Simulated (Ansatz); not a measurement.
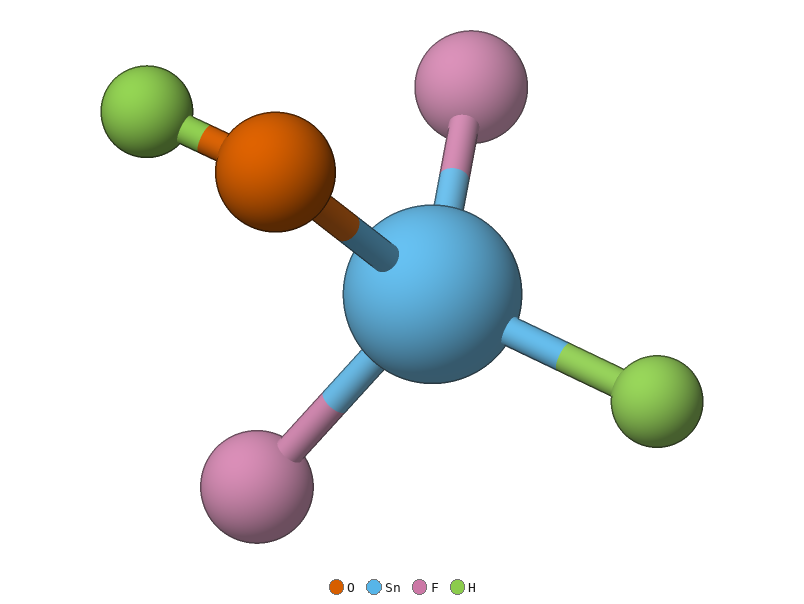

The picture shows a molecular structure as a ball-and-stick model.

The computed structure is the end point of a PBE0-D4/def2-TZVP optimisation.

Give the formula.

F₂H₂OSn, 6 atoms: 2 fluorine, 2 hydrogen, 1 oxygen and 1 tin.

Give a SMILES string for it.

[OH][SnH]([F])[F]

How many sets of symmetry-equivalent atoms are there?

5: 1 O, 1 Sn, 2 F, 1 H, 1 H.

Count the bonded pairs by element.

2 F–Sn, 1 O–Sn, 1 O–H, 1 Sn–H.

Which point group does it belong to?

Cs.

The parts below concern this one geometry. Atoms keep their numbers from picture to picture.

Shape

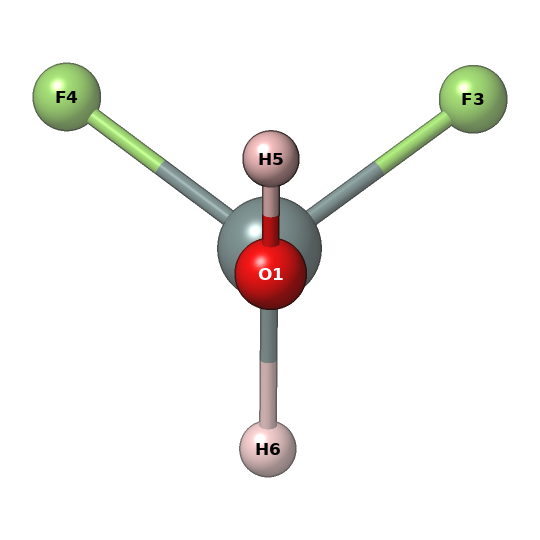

Sn2 lies behind O1. The molecule seen nearly along the O1–Sn2 bond, O1 in front. Distant atoms are faded towards the background colour.

What is the torsion angle H5–O1–Sn2–F3? The sign is positive where the front bond must turn clockwise to cover the back bond.

55°, synclinal (gauche).

Electronic properties

Method: RKS PBE0-D4/def2-TZVPP, core potentials on Sn (Ansatz 0.2.0).

Estimate the HOMO energy (Kohn–Sham orbital).

−9.74 eV.

Give the HOMO–LUMO gap at this level.

8.08 eV.

Dipole moment

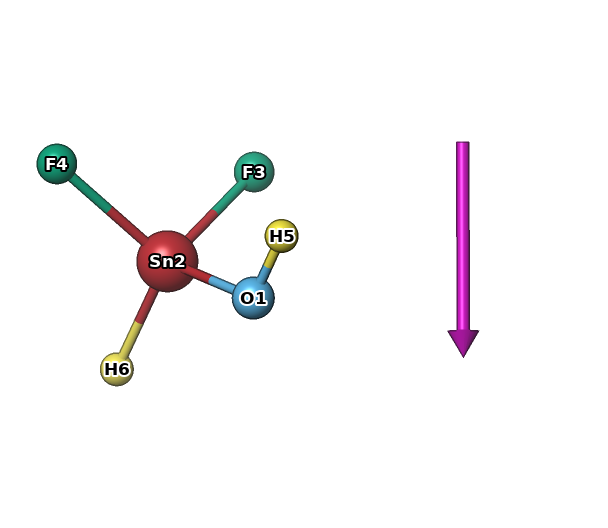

The arrow beside the molecule shows the direction of the dipole moment, from the negative to the positive end (its length means nothing). Level of theory: RKS B3LYP-D4/def2-TZVPP, core potentials on Sn (Ansatz 0.2.0).

Estimate the dipole moment.

1.89 D; it points from the side of F3, F4 to the side of H6 (the outermost atoms at the two ends).

Thermal motion

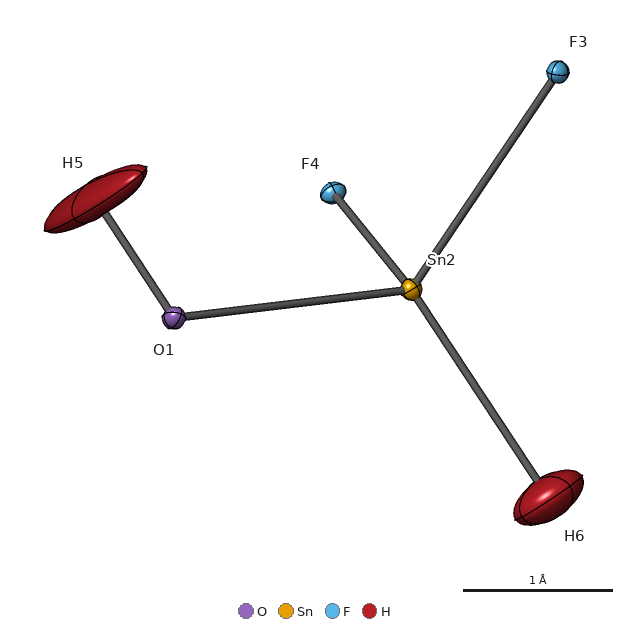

Displacement ellipsoids at the 50 % level, from the internal vibrations of the free molecule (harmonic, no overall translation or rotation; no half-axis is drawn under 0.075 Å). Vibrations computed with RKS PBE0-D4/def2-TZVP, core potentials on Sn (Ansatz 0.2.0). Temperature: 100 K.

Which atom has the largest mean-square displacement?

H5, with U_eq = 0.0624 Å².

Does H5 move more along its bond or across it?

Across it: the root-mean-square amplitude is 0.075 Å along the bond and up to 0.398 Å across, since bending and torsion are softer than stretching.

List U_eq and the three principal root-mean-square amplitudes for each kind of atom.

```tsv
atom	U_eq (Å²)	rms amplitudes (Å)
O1	0.0025	0.035, 0.048, 0.062
Sn2	0.00016	0.011, 0.012, 0.015
F3, F4	0.0022	0.033, 0.047, 0.057
H5	0.0624	0.074, 0.153, 0.398
H6	0.0235	0.091, 0.176, 0.177
```
